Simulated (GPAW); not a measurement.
# Surface energy and work function of Ag(111) from slabs of 3 to 12 layers (LDA)

How do energy and work function of Ag(111) films settle with thickness, and what surface energy follows?

**Method.** GPAW 26.7.0, plane waves at 450 eV with PAW setups; symmetric 1×1 slabs cut at the tabulated lattice constant (two decimals; low-temperature values for the alkali metals), atoms at bulk places, 7.5 Å of vacuum on each side, one in-plane mesh for all thicknesses, Fermi-Dirac smearing of 0.1 eV. Energies are extrapolated to zero smearing and count from the program's reference atoms. Functional LDA. The cell's area is 7.243 Å².

Results, with one row withheld:

| layers | energy (eV) | work function (eV) |
| --- | --- | --- |
| 3 | −10.6246 | 4.93 |
| 4 | −14.5415 | 4.90 |
| 5 | −18.4333 | 4.88 |
| 6 | −22.3439 | 4.89 |
| 7 | −26.2490 | 4.87 |
| 8 | −30.1549 | 4.87 |
| 9 | −34.0499 | 4.86 |
| 10 | −37.9664 | 4.88 |
| 11 | −41.8555 | 4.87 |
| 12 | ? | ? |

Q: What surface energy do these runs give, and what energy and work function should the 12-layer slab have?

**Working.** A slab of n layers has E(n) = nε + 2Aγ once its middle is bulk-like. A line through n = 6 to 11 has the slope ε = −3.9030 eV a layer and the intercept 2Aγ = 1.0723 eV (r.m.s. residual 4.8 meV). So γ = 1.0723 / (2 × 7.243 Å²) = 0.0740 eV/Å² = 1.19 J/m², with a standard error of about 0.01 J/m² from the scatter about the line. For 12 layers: 1.0723 + 12 × (−3.9030) = −45.764 eV; the run gives −45.773 eV, 9.7 meV under the line. The work function has no such law: from 6 to 11 layers it moves between 4.86 and 4.89 eV (mean 4.87), and the 12-layer slab gives 4.87 eV. The thinnest slab, 3 layers, lies +0.06 eV from that mean. The measured value for this face is 4.53 eV (“Anisotropic work function of elemental crystals” (2019, arxiv:1902.07811)); the unrelaxed 12-layer slab lies 0.34 eV over it.

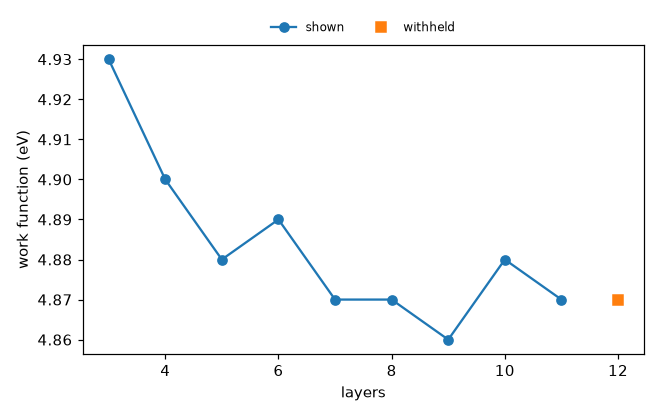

Work function against thickness.

**Limits.** The surfaces are unrelaxed, so γ is an upper bound for this functional and lattice constant. The tabulated lattice constant isn't the functional's own, which strains the slab a little.
